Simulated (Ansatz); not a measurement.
Input

```
crystal:
  periodic: [false, false, false]
  atoms:
    - {symbol: O, position_ang: [0.719271, -0.644247, 1.012008]}
    - {symbol: Si, position_ang: [-0.022561, 0.418769, -0.358416]}
    - {symbol: S, position_ang: [-0.783027, -1.370766, 0.406409]}
    - {symbol: H, position_ang: [1.494418, -1.208244, 0.830743]}
basis:
  gaussian: {orbitals: def2-TZVPP}
total_charge: 1
hamiltonian: {xc: pbe0, dispersion: d4}
output: {orbitals: {seedname: orbitals}}
```

Command:

```sh
ansatz run in.yaml --threads 2 --pin off --events-out ev --progress --plain --max-ram 4352MiB
```

Geometry: PBE0-D4/def2-TZVP.

The calculation used Ansatz 0.2.0, RKS PBE0-D4/def2-TZVPP.

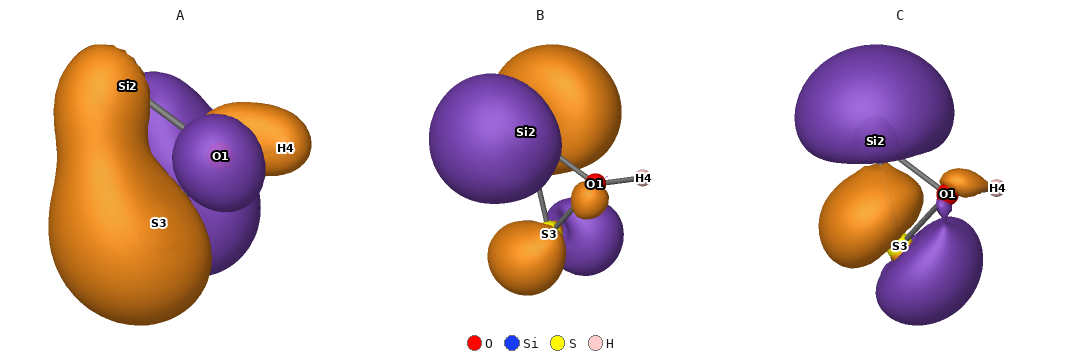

HOSSi (charge +1). Three frontier orbitals at ±0.1 Å⁻³ᐟ² (orange and purple are the two phases), in no order.

Question: Which picture is the HOMO−1, the HOMO and the LUMO?

Answer: C is the HOMO−1 (−14.52 eV). By Hirshfeld shares it lies mainly on Si2 (about 55 %) and S3 (about 40 %). A is the HOMO (−14.02 eV). By Hirshfeld shares it lies mainly on S3 (about 70 %), Si2 (about 15 %) and O1 (about 10 %); largely a lone pair of S3. B is the LUMO (−8.66 eV). It lies mainly on Si2 (about 80 %) and S3 (about 20 %).

Question: What is the HOMO–LUMO gap?

Answer: 5.36 eV between the orbital energies.
